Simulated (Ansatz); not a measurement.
# Work function of Mo(110): what the settings cost and change

How thick a slab and how much vacuum does the work function of Mo(110) need?

Program: Ansatz 0.2.0. Level of theory: plane-wave DFT, PBE, Ansatz PAW. Results are calculated unless marked as measured.

**What experiment says.**

“Anisotropic work function of elemental crystals” (2019, arxiv:1902.07811) quotes from earlier work for Mo (clean (110) face, a compiled value): work function (clean (110) face, a compiled value) 4.95 eV.

Most raw output is cut from this account.

### Step 1. The starting structure

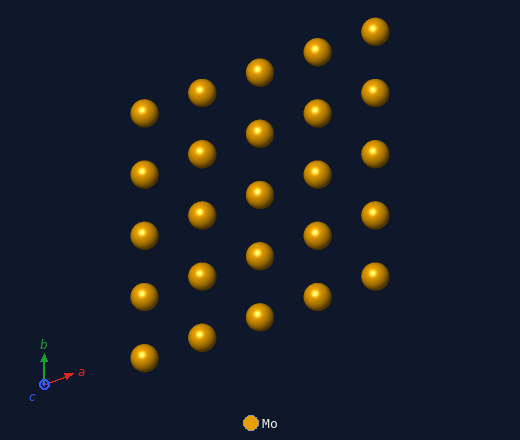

Start, viewed from above; molybdenum orange. 4×4×1 cells are drawn. Some periodic images of atoms are drawn too.

The cell holds 1 atom: 1 Mo. Cell: a = 2.728 Å, b = 2.728 Å, c = 18.000 Å, α = 90.0°, β = 90.0°, γ = 70.5°. Vacuum lies along c.

### Step 2. Slab, setting 1 layer

A work function rests on the faint tail of the density, so the SCF threshold is tight. The slab grows from one layer, at fixed mesh and 18 Å of vacuum; then the vacuum is varied on one slab.

File input.yaml:

```yaml
crystal:
  lattice:
    - [2.2273863607, -1.575, 0.0]
    - [2.2273863607, 1.575, 0.0]
    - [0.0, 0.0, 18.0]
  atoms:
    - { symbol: Mo, position: [0.0, 0.0, 0.5] }
kpoints:
  mp_grid: { grid: [16, 16, 1] }
hamiltonian:
  xc: pbe
scf:
  occupations: { method: fermi_dirac, width: 0.1 }
  convergence: { dr2_threshold: 1.0e-09 }
efield:
  axis: 3
  dipole_correction: true
  ramp_position: 0.97
  ramp_width: 0.06
output:
  write_potential: true
  write_density: true
  volumetric_format: npy
  elf: true
```

Launch:

```console
ansatz run input.yaml --threads 2 --pin off --max-ram 3072MiB --backend cpu --events-out ev --progress --plain --runs-dir out
```

Elapsed: 18 s, on 2 threads of Arm Neoverse N1, shared host; peak memory 0.46 GiB; 29 s of CPU time.

This step gave:

```
energy at zero smearing   : -4953.1475 eV
work function, upper face : 5.054 eV
```

Running mean over 2.227 Å of the planar mean; the ramp of the sawtooth is left out. The electron's electrostatic potential energy less the Fermi level by z:

```
z (Å)  electron's electrostatic potential energy less the Fermi level (eV)
    3                                                                 5.05
    4                                                                 5.05
    5                                                                 5.04
    6                                                                 4.92
    7                                                                 3.53
    8                                                                -5.75
    9                                                                -12.1
   10                                                                -5.75
   11                                                                 3.53
   12                                                                 4.92
   13                                                                 5.04
   14                                                                 5.05
   15                                                                 5.05
```

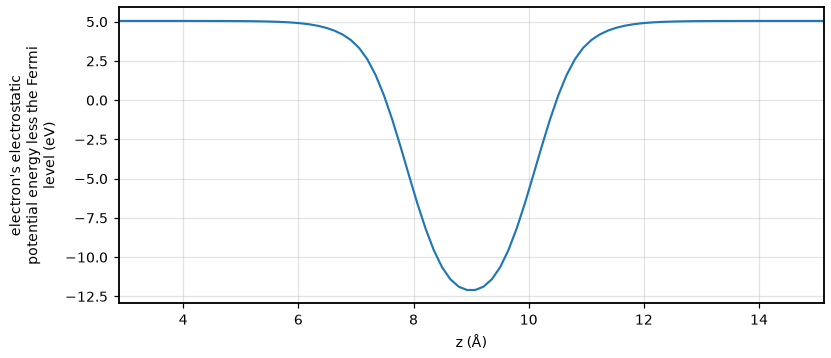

Electron's electrostatic potential energy less the Fermi level against z.

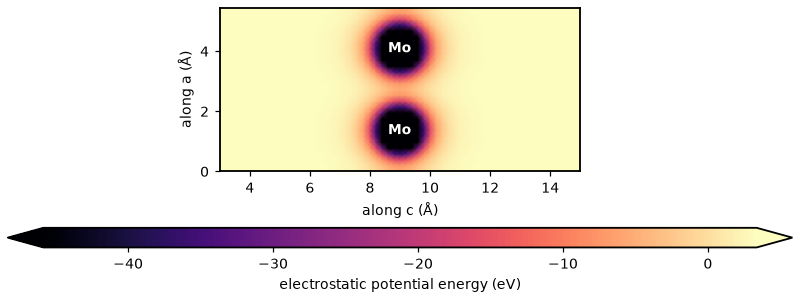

Electrostatic potential energy in the ca plane at fractional y = 0.000, with atoms of Mo within 0.2 Å of it. With pseudopotentials it is smooth inside the atoms' cores, unlike the true potential. The map starts off the cell's origin, so that atoms lie inside it. The far vacuum is left out of the map.

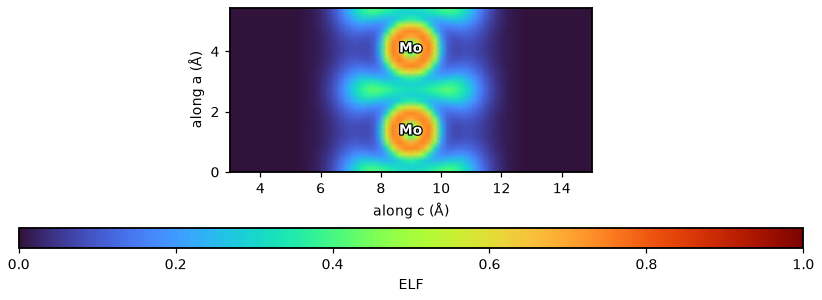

ELF in the ca plane at fractional y = 0.000, with atoms of Mo within 0.2 Å of it. It is the smooth field of the valence electrons, not physical close to the nuclei. The map starts off the cell's origin, so that atoms lie inside it. The far vacuum is left out of the map.

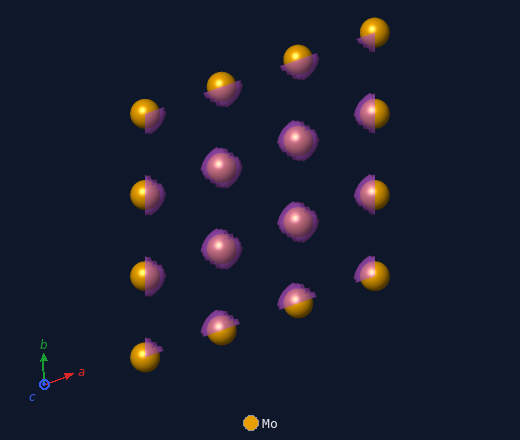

Surface of ELF = 0.67. 3×3×1 cells are drawn.

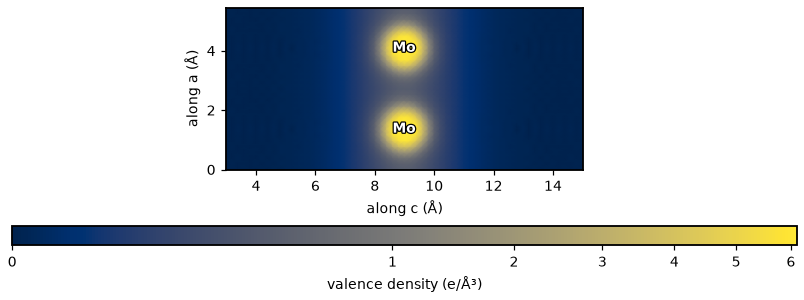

Valence density in the ca plane at fractional y = 0.000, with atoms of Mo within 0.2 Å of it. It is the smooth field of the valence electrons, not physical close to the nuclei. The map starts off the cell's origin, so that atoms lie inside it. The colour scale is stretched toward low values. The far vacuum is left out of the map.

The work function is 5.054 eV.

### Step 3. Run, 2 atoms

System of this step: Mo(110). The cell holds 2 atoms: 2 Mo. Cell: a = 2.728 Å, b = 2.728 Å, c = 20.227 Å, α = 90.0°, β = 90.0°, γ = 70.5°. Vacuum lies along c.

input.yaml, the sections that differ from step 2:

```yaml
crystal:
  lattice:
    - [2.2273863607, -1.575, 0.0]
    - [2.2273863607, 1.575, 0.0]
    - [0.0, 0.0, 20.2273863607]
  atoms:
    - { symbol: Mo, position: [0.0, 0.0, 0.4449413206] }
    - { symbol: Mo, position: [0.5, 0.5, 0.5550586794] }
output:
  write_potential: true
  write_density: true
  volumetric_format: npy
# kpoints, hamiltonian, scf, efield: as in step 2
```

Run time: 36 s. Hardware: 2 threads; peak memory 0.5 GiB; 62 s of CPU time.

The work function is 4.567 eV, -0.487 eV from the run “1 layer”, at 2.1 times its CPU time.

### Step 4. Slab, 3 atoms

System of this step: Mo(110). The cell holds 3 atoms: 3 Mo. Cell: a = 2.728 Å, b = 2.728 Å, c = 22.455 Å, α = 90.0°, β = 90.0°, γ = 70.5°. Vacuum lies along c.

input.yaml, the sections that differ from step 3:

```yaml
crystal:
  lattice:
    - [2.2273863607, -1.575, 0.0]
    - [2.2273863607, 1.575, 0.0]
    - [0.0, 0.0, 22.4547727215]
  atoms:
    - { symbol: Mo, position: [0.0, 0.0, 0.40080566] }
    - { symbol: Mo, position: [0.5, 0.5, 0.5] }
    - { symbol: Mo, position: [0.0, 0.0, 0.59919434] }
# kpoints, hamiltonian, scf, efield, output: as in step 3
```

The job ended after 57 s (2 threads; peak memory 0.61 GiB).

The work function is 4.711 eV, +0.144 eV from the run “2 layers”, at 1.6 times its CPU time.

### Step 5. Run, 4 atoms

System of this step: Mo(110). The cell holds 4 atoms: 4 Mo. Cell: a = 2.728 Å, b = 2.728 Å, c = 24.682 Å, α = 90.0°, β = 90.0°, γ = 70.5°. Vacuum lies along c.

input.yaml, the sections that differ from step 4:

```yaml
crystal:
  lattice:
    - [2.2273863607, -1.575, 0.0]
    - [2.2273863607, 1.575, 0.0]
    - [0.0, 0.0, 24.6821590822]
  atoms:
    - { symbol: Mo, position: [0.0, 0.0, 0.3646358477] }
    - { symbol: Mo, position: [0.5, 0.5, 0.4548786159] }
    - { symbol: Mo, position: [0.0, 0.0, 0.5451213841] }
    - { symbol: Mo, position: [0.5, 0.5, 0.6353641523] }
# kpoints, hamiltonian, scf, efield, output: as in step 4
```

It took 68 s on 2 threads; peak memory 0.74 GiB.

The work function is 4.701 eV, -0.010 eV from the run “3 layers”, at 1.2 times its CPU time.

### Step 6. Run, 5 atoms

System of this step: Mo(110). The cell holds 5 atoms: 5 Mo. Cell: a = 2.728 Å, b = 2.728 Å, c = 26.910 Å, α = 90.0°, β = 90.0°, γ = 70.5°. Vacuum lies along c.

input.yaml, the sections that differ from step 5:

```yaml
crystal:
  lattice:
    - [2.2273863607, -1.575, 0.0]
    - [2.2273863607, 1.575, 0.0]
    - [0.0, 0.0, 26.909545443]
  atoms:
    - { symbol: Mo, position: [0.0, 0.0, 0.33445381] }
    - { symbol: Mo, position: [0.5, 0.5, 0.417226905] }
    - { symbol: Mo, position: [0.0, 0.0, 0.5] }
    - { symbol: Mo, position: [0.5, 0.5, 0.582773095] }
    - { symbol: Mo, position: [0.0, 0.0, 0.66554619] }
# kpoints, hamiltonian, scf, efield, output: as in step 5
```

The job ended after 95 s (2 threads; peak memory 0.87 GiB; 2.8 min of CPU time).

The work function is 4.653 eV, -0.048 eV from the run “4 layers”, at 1.4 times its CPU time.

### Step 7. Slab, 6 atoms

System of this step: Mo(110). The cell holds 6 atoms: 6 Mo. Cell: a = 2.728 Å, b = 2.728 Å, c = 29.137 Å, α = 90.0°, β = 90.0°, γ = 70.5°. Vacuum lies along c.

input.yaml, the sections that differ from step 6:

```yaml
crystal:
  lattice:
    - [2.2273863607, -1.575, 0.0]
    - [2.2273863607, 1.575, 0.0]
    - [0.0, 0.0, 29.1369318037]
  atoms:
    - { symbol: Mo, position: [0.0, 0.0, 0.3088863323] }
    - { symbol: Mo, position: [0.5, 0.5, 0.3853317994] }
    - { symbol: Mo, position: [0.0, 0.0, 0.4617772665] }
    - { symbol: Mo, position: [0.5, 0.5, 0.5382227335] }
    - { symbol: Mo, position: [0.0, 0.0, 0.6146682006] }
    - { symbol: Mo, position: [0.5, 0.5, 0.6911136677] }
# kpoints, hamiltonian, scf, efield, output: as in step 6
```

Elapsed: 2.2 min, on 2 threads; peak memory 1.1 GiB; 3.8 min of CPU time.

The work function is 4.668 eV, +0.015 eV from the run “5 layers”, at 1.3 times its CPU time.

### Step 8. Run, 8 atoms

System of this step: Mo(110). The cell holds 8 atoms: 8 Mo. Its edges and angles: a = 2.728 Å, b = 2.728 Å, c = 33.592 Å, α = 90.0°, β = 90.0°, γ = 70.5°. Vacuum lies along c.

input.yaml, the sections that differ from step 7:

```yaml
crystal:
  lattice:
    - [2.2273863607, -1.575, 0.0]
    - [2.2273863607, 1.575, 0.0]
    - [0.0, 0.0, 33.5917045252]
  atoms:
    - { symbol: Mo, position: [0.0, 0.0, 0.2679232902] }
    - { symbol: Mo, position: [0.5, 0.5, 0.3342309216] }
    - { symbol: Mo, position: [0.0, 0.0, 0.4005385529] }
    - { symbol: Mo, position: [0.5, 0.5, 0.4668461843] }
    - { symbol: Mo, position: [0.0, 0.0, 0.5331538157] }
    - { symbol: Mo, position: [0.5, 0.5, 0.5994614471] }
    - { symbol: Mo, position: [0.0, 0.0, 0.6657690784] }
    - { symbol: Mo, position: [0.5, 0.5, 0.7320767098] }
# kpoints, hamiltonian, scf, efield, output: as in step 7
```

The job ended after 3.9 min (2 threads; peak memory 1.5 GiB).

The work function is 4.671 eV, +0.003 eV from the run “6 layers”, at 1.8 times its CPU time.

### Step 9. Run, 10 atoms

System of this step: Mo(110). The cell holds 10 atoms: 10 Mo. Its edges and angles: a = 2.728 Å, b = 2.728 Å, c = 38.046 Å, α = 90.0°, β = 90.0°, γ = 70.5°. Vacuum lies along c.

input.yaml, the sections that differ from step 8:

```yaml
crystal:
  lattice:
    - [2.2273863607, -1.575, 0.0]
    - [2.2273863607, 1.575, 0.0]
    - [0.0, 0.0, 38.0464772466]
  atoms:
    - { symbol: Mo, position: [0.0, 0.0, 0.236552781] }
    - { symbol: Mo, position: [0.5, 0.5, 0.2950966074] }
    - { symbol: Mo, position: [0.0, 0.0, 0.3536404339] }
    - { symbol: Mo, position: [0.5, 0.5, 0.4121842603] }
    - { symbol: Mo, position: [0.0, 0.0, 0.4707280868] }
    - { symbol: Mo, position: [0.5, 0.5, 0.5292719132] }
    - { symbol: Mo, position: [0.0, 0.0, 0.5878157397] }
    - { symbol: Mo, position: [0.5, 0.5, 0.6463595661] }
    - { symbol: Mo, position: [0.0, 0.0, 0.7049033926] }
    - { symbol: Mo, position: [0.5, 0.5, 0.763447219] }
# kpoints, hamiltonian, scf, efield, output: as in step 8
```

Wall time 5.8 min (2 threads); peak memory 2 GiB; 11 min of CPU time.

The work function is 4.666 eV, -0.005 eV from the run “8 layers”, at 1.5 times its CPU time.

### Step 10. Slab, 13 atoms

System of this step: Mo(110). The cell holds 13 atoms: 13 Mo. Its edges and angles: a = 2.728 Å, b = 2.728 Å, c = 44.729 Å, α = 90.0°, β = 90.0°, γ = 70.5°. Vacuum lies along c.

input.yaml, the sections that differ from step 9:

```yaml
crystal:
  lattice:
    - [2.2273863607, -1.575, 0.0]
    - [2.2273863607, 1.575, 0.0]
    - [0.0, 0.0, 44.7286363289]
  atoms:
    - { symbol: Mo, position: [0.0, 0.0, 0.2012133778] }
    - { symbol: Mo, position: [0.5, 0.5, 0.2510111482] }
    - { symbol: Mo, position: [0.0, 0.0, 0.3008089185] }
    - { symbol: Mo, position: [0.5, 0.5, 0.3506066889] }
    - { symbol: Mo, position: [0.0, 0.0, 0.4004044593] }
    - { symbol: Mo, position: [0.5, 0.5, 0.4502022296] }
    - { symbol: Mo, position: [0.0, 0.0, 0.5] }
    - { symbol: Mo, position: [0.5, 0.5, 0.5497977704] }
    - { symbol: Mo, position: [0.0, 0.0, 0.5995955407] }
    - { symbol: Mo, position: [0.5, 0.5, 0.6493933111] }
    - { symbol: Mo, position: [0.0, 0.0, 0.6991910815] }
    - { symbol: Mo, position: [0.5, 0.5, 0.7489888518] }
    - { symbol: Mo, position: [0.0, 0.0, 0.7987866222] }
# kpoints, hamiltonian, scf, efield, output: as in step 9
```

Wall time 10 min (2 threads); peak memory 2.9 GiB.

The work function is 4.666 eV, -0.000 eV from the run “10 layers”, at 1.8 times its CPU time.

### Step 11. Slab, 7 atoms

System of this step: Mo(110). The cell holds 7 atoms: 7 Mo. Its edges and angles: a = 2.728 Å, b = 2.728 Å, c = 23.364 Å, α = 90.0°, β = 90.0°, γ = 70.5°. Vacuum lies along c.

input.yaml, the sections that differ from step 10:

```yaml
crystal:
  lattice:
    - [2.2273863607, -1.575, 0.0]
    - [2.2273863607, 1.575, 0.0]
    - [0.0, 0.0, 23.3643181644]
  atoms:
    - { symbol: Mo, position: [0.0, 0.0, 0.2140015371] }
    - { symbol: Mo, position: [0.5, 0.5, 0.3093343581] }
    - { symbol: Mo, position: [0.0, 0.0, 0.404667179] }
    - { symbol: Mo, position: [0.5, 0.5, 0.5] }
    - { symbol: Mo, position: [0.0, 0.0, 0.595332821] }
    - { symbol: Mo, position: [0.5, 0.5, 0.6906656419] }
    - { symbol: Mo, position: [0.0, 0.0, 0.7859984629] }
# kpoints, hamiltonian, scf, efield, output: as in step 10
```

Elapsed: 2.3 min, on 2 threads; peak memory 1 GiB.

The work function is 4.648 eV. The program marks this work function as in doubt.

### Step 12. Slab, 7 atoms (run 2)

The cell differs from the one that the last finished run ended in (c 23.364 → 27.364 Å).

input.yaml, the sections that differ from step 11:

```yaml
crystal:
  lattice:
    - [2.2273863607, -1.575, 0.0]
    - [2.2273863607, 1.575, 0.0]
    - [0.0, 0.0, 27.3643181644]
  atoms:
    - { symbol: Mo, position: [0.0, 0.0, 0.2558075797] }
    - { symbol: Mo, position: [0.5, 0.5, 0.3372050531] }
    - { symbol: Mo, position: [0.0, 0.0, 0.4186025266] }
    - { symbol: Mo, position: [0.5, 0.5, 0.5] }
    - { symbol: Mo, position: [0.0, 0.0, 0.5813974734] }
    - { symbol: Mo, position: [0.5, 0.5, 0.6627949469] }
    - { symbol: Mo, position: [0.0, 0.0, 0.7441924203] }
# kpoints, hamiltonian, scf, efield, output: as in step 11
```

It took 2.4 min on 2 threads; peak memory 1.1 GiB; 4.6 min of CPU time.

The work function is 4.660 eV, +0.012 eV from the run “7 layers, 10 Å of vacuum”, at 1.0 times its CPU time.

### Step 13. Slab, 7 atoms (run 3)

The cell differs from the one that the last finished run ended in (c 27.364 → 39.364 Å).

input.yaml, the sections that differ from step 12:

```yaml
crystal:
  lattice:
    - [2.2273863607, -1.575, 0.0]
    - [2.2273863607, 1.575, 0.0]
    - [0.0, 0.0, 39.3643181644]
  atoms:
    - { symbol: Mo, position: [0.0, 0.0, 0.3302483215] }
    - { symbol: Mo, position: [0.5, 0.5, 0.3868322143] }
    - { symbol: Mo, position: [0.0, 0.0, 0.4434161072] }
    - { symbol: Mo, position: [0.5, 0.5, 0.5] }
    - { symbol: Mo, position: [0.0, 0.0, 0.5565838928] }
    - { symbol: Mo, position: [0.5, 0.5, 0.6131677857] }
    - { symbol: Mo, position: [0.0, 0.0, 0.6697516785] }
# kpoints, hamiltonian, scf, efield, output: as in step 12
```

It took 3.5 min on 2 threads; peak memory 1.5 GiB.

The work function is 4.660 eV, +0.000 eV from the run “7 layers, 14 Å of vacuum”, at 1.5 times its CPU time.

### Step 14. Side by side

Times are for 2 threads of Arm Neoverse N1, shared host. The series side by side:

```
no.                   setting  work function, upper face (eV)     time  memory (GiB)
  1                   1 layer                           5.054     18 s          0.46
  2                  2 layers                           4.567     36 s           0.5
  3                  3 layers                           4.711     57 s          0.61
  4                  4 layers                           4.701     68 s          0.74
  5                  5 layers                           4.653     95 s          0.87
  6                  6 layers                           4.668  2.2 min           1.1
  7                  8 layers                           4.671  3.9 min           1.5
  8                 10 layers                           4.666  5.8 min           2.0
  9                 13 layers                           4.666   10 min           2.9
 10  7 layers, 10 Å of vacuum                           4.648  2.3 min           1.0
 11  7 layers, 14 Å of vacuum                           4.660  2.4 min           1.1
 12  7 layers, 26 Å of vacuum                           4.660  3.5 min           1.5
```

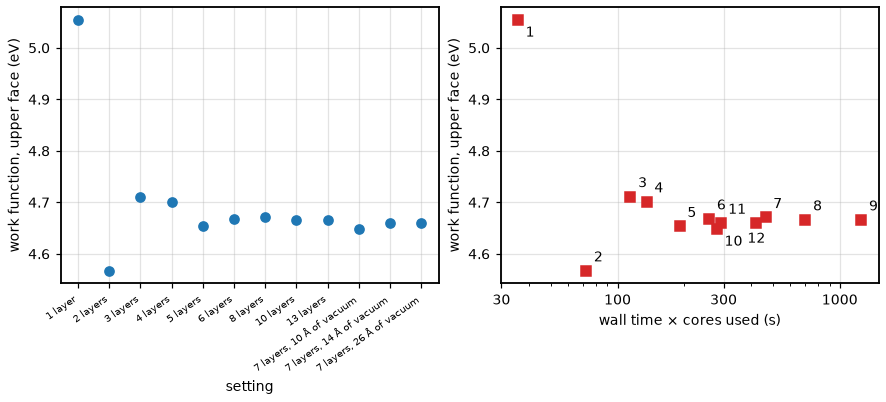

The series as plots; the last panel sets the first result against cost, with the runs numbered as in the table.

### Step 15. A changed input

System of this step: Mo(110) monolayer. The cell holds 1 atom: 1 Mo. Cell: a = 2.728 Å, b = 2.728 Å, c = 18.000 Å, α = 90.0°, β = 90.0°, γ = 70.5°. Vacuum lies along c. The cell carries charge +6.

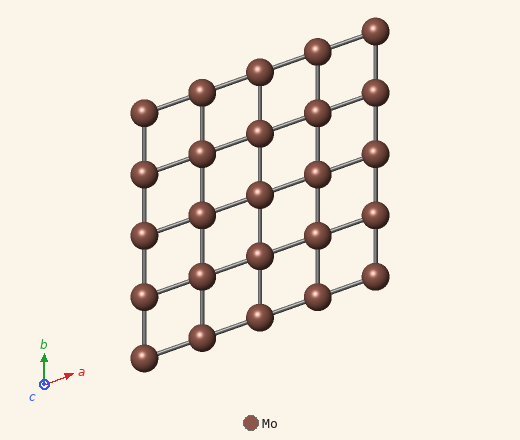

The cell of this step (molybdenum brown). 4×4×1 cells are drawn. Some periodic images of atoms are drawn too.

An input spoilt on purpose, to show how the run answers: it repeats the earlier run “1 layer” with total_charge to 6, and scf.max_iter set to 80; its output block differs too.

input.yaml, the sections that differ from step 13:

```yaml
crystal:
  lattice:
    - [2.2273863607, -1.575, 0.0]
    - [2.2273863607, 1.575, 0.0]
    - [0.0, 0.0, 18.0]
  atoms:
    - { symbol: Mo, position: [0.0, 0.0, 0.5] }
scf:
  occupations: { method: fermi_dirac, width: 0.1 }
  convergence: { dr2_threshold: 1.0e-09 }
  max_iter: 80
total_charge: 6
# kpoints, hamiltonian, efield, output: as in step 13
```

Wall time 0.02 s (2 threads); peak memory 0.06 GiB.

The input was rejected at the start.

The program's message: “Error: efield: with total_charge ≠ 0 without external_charges — the saw-weighted dipole of a charged cell depends on the ramp position (the isolated-slab reference a dipole correction restores does no …”

The fault put into the input: a net charge in a cell with a dipole correction and no gate.

### Step 16. Results

* work function, 1 layer: 5.054 eV
* work function, 2 layers: 4.567 eV
* work function, 6 layers: 4.668 eV
* work function, 13 layers: 4.666 eV

**Reading.** The thickest slab gives 4.67 eV, and the settings tried spread the value from 4.57 to 5.05 eV. At 18 Å of vacuum, the slabs from 3 layers on stay within 0.05 eV of the thickest. Going from 10 to 26 Å of vacuum moves it by 0.012 eV. The program marks the value as in doubt in “7 layers, 10 Å of vacuum”. The ladder's slabs use the tabulated experimental lattice constant (two decimals; a low-temperature value for the alkali metals). In 1 run of the series (7 layers, 10 Å of vacuum) the program warns that electrons reach the sawtooth's ramp, which makes dipole and work function less sure.

Computed beside measured:

| quantity | measured | 13 layers |
| --- | --- | --- |
| work function (clean (110) face, a compiled value) (eV) | 4.95 | 4.67 (-0.28 eV) |

Measured values from arxiv:1902.07811 (2019).

How well it matches: The work function is off by -0.28 eV: fair agreement. The grades are ours: good and fair within 3 and 7 % for the work function. No cell relaxation is part of this session.

[Logs are printed without paths, hosts, clocks, repeated set-up lines and the standing remarks that a program may print on its own settings, such as how far it seeks lower states.]

[Hosts, paths, dates, database ids (printed as entryN), source tags and the programs' standing remarks are cut or masked in the printed files.]

[Maps of the electrostatic potential energy from Ansatz leave out the sawtooth potential of an applied field or a dipole correction, so their vacuum need not be flat; planar profiles and work functions include it.]
